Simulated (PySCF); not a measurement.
C$_{4}$H$_{4}$F$_{2}$N$_{2}$Si (SMILES N#CC(F)(F)C[SiH2][C]=[N-]) (charge −1, doublet)

```xyz
13

N    -3.3428    0.9915   -1.1745
C    -2.6814    0.4229   -0.3896
C    -1.5020   -0.1014    0.2806
F    -1.5971   -1.4775    0.3754
F    -1.4875    0.3277    1.5948
C    -0.2038    0.2929   -0.4199
Si    1.4221   -0.3722    0.4199
C     3.1221   -0.0557   -0.1760
N     4.0936    0.2760   -0.7372
H    -0.1909    1.3841   -0.4665
H    -0.2787   -0.0697   -1.4477
H     1.3773    0.2190    1.7705
H     1.2645   -1.8370    0.3527
```

Geometry: GFN2-xTB.

Theory: PySCF 2.14.0, density-fitted response routines, UKS B3LYP, pcH-1 on C F H N Si, non-relativistic, mean-field spin-orbit, GIAO.

> What can the converged electron density, electron localisation function and spin density tell about the bonding?

C–N (1.17 Å): ρ is about 3.4 e/Å³ halfway; the ELF peaks at about 0.90 between the atoms: a multiple bond.
C–C (1.45 Å): ρ is about 1.9 e/Å³ halfway; the ELF peaks at about 0.95 between the atoms, as expected for a covalent bond.
C–Si (1.83 Å): ρ is about 0.91 e/Å³ halfway; the ELF peaks at about 0.95 between the atoms; localised, covalent bonding.
C–C (1.53 Å): ρ is about 1.7 e/Å³ halfway; the ELF peaks at about 0.95 between the atoms; a shared electron pair.
The unpaired spin (1 electron) lies mostly on Si7 (about 0.2), N9 (about 0.2), N1 (about 0.2), C2 (about 0.1) and C8 (about 0.1), in electrons by Hirshfeld's partition.

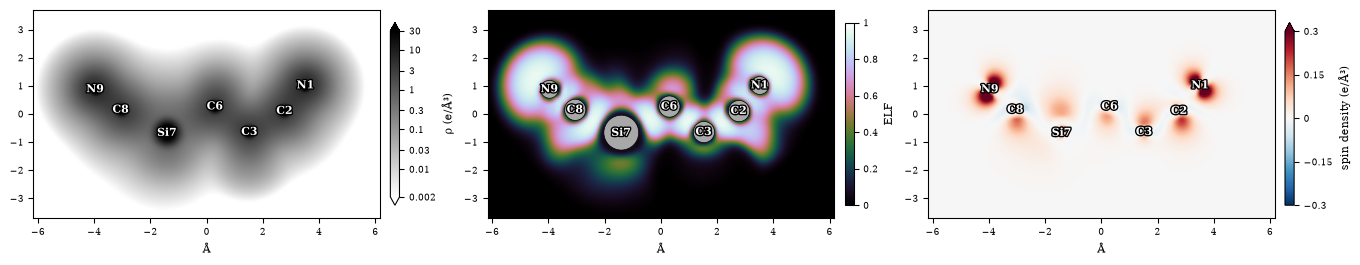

Computed electron density, electron localisation function and spin density on the plane of atoms Si7, C8 and N9, in this order. Grey discs cover the atomic cores in the ELF map. 
